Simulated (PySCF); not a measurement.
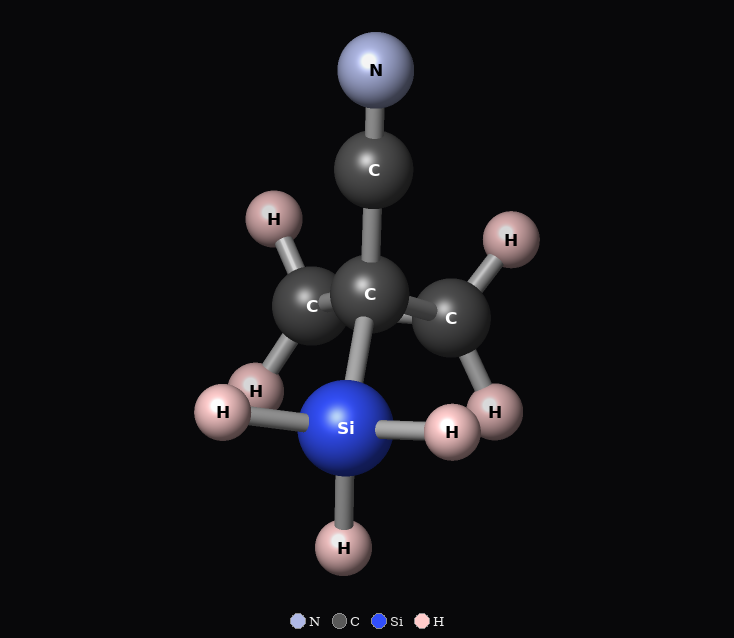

Every bond is drawn as one stick, whatever its order.

Computed geometry: PBE0-D3(BJ)/def2-SVP optimisation. No frequency run is at hand to confirm it as a minimum.

Question: Count the atoms of each element.

Answer: C4H7NSi, 13 atoms: 4 carbon, 7 hydrogen, 1 nitrogen and 1 silicon.

Question: How many bonds of each kind are drawn?

Answer: 4 C–C, 4 C–H, 3 Si–H, 1 C–N, 1 C–Si.

Question: Describe its rings.

Answer: Independent rings (smallest set): 1 of 3 members.

Question: Give the symmetry (Schoenflies symbol).

Answer: Cs.

More results for the same structure follow; atom numbers are the same in all pictures, views and colours differ.

## Electronic properties

No frequency run is at hand to confirm it as a minimum. Level of theory: B3LYP/6-31G*, gas phase (PySCF 2.14.0).

Question: Estimate the dipole moment.

Answer: 4.07 D.

Question: Give the HOMO–LUMO gap at this level.

Answer: 8.28 eV.

Question: What is the HOMO energy (Kohn–Sham orbital)?

Answer: −7.99 eV.

## Spin–spin coupling

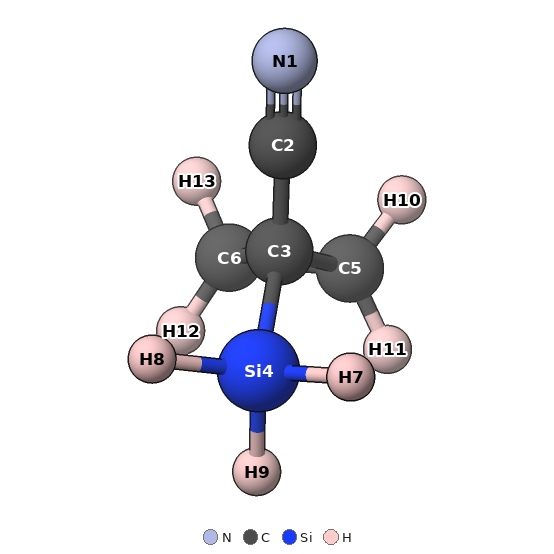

No frequency run is at hand to confirm it as a minimum. Properties computed with B3LYP/cc-pVTZ indirect spin-spin coupling, non-relativistic, gas phase (PySCF 2.14.0). Isotopes: 13C, 1H, 15N, 29Si.

Give the spin–spin coupling constants of these pairs, with the number of bonds between them: N1/C2, C3/Si4, Si4/H9, C2/Si4, Si4/C6, Si4/C5, Si4/H10, Si4/H12.

```tsv
pair	bonds apart	J (Hz)
N1, C2	1	−41.8
C3, Si4	1	−57.8
Si4, H9	1	−157.8
C2, Si4	2	−3.5
Si4, C6	2	0.6
Si4, C5	2	0.5
Si4, H10	3	−3.0
Si4, H12	3	−6.7
```

## Quadrupole coupling

No frequency run is at hand to confirm it as a minimum. Electric field gradients from the ground-state density, B3LYP/6-31G* (PySCF 2.14.0), non-relativistic apart from any core potentials.

Give the largest field-gradient component, the quadrupole coupling constant and the asymmetry for 14N at N1 (Q = 20.44 mb), 2H at H7 (Q = 2.86 mb), 2H at H9 (Q = 2.86 mb), 2H at H10 (Q = 2.86 mb), 2H at H11 (Q = 2.86 mb).

| atom | V_zz (a.u.) | e²qQ/h (MHz) | η |
| --- | --- | --- | --- |
| N1 | −0.716 | −3.44 | 0.14 |
| H7 | 0.147 | 0.099 | 0.02 |
| H9 | 0.145 | 0.097 | 0.04 |
| H10 | 0.287 | 0.193 | 0.07 |
| H11 | 0.287 | 0.193 | 0.07 |
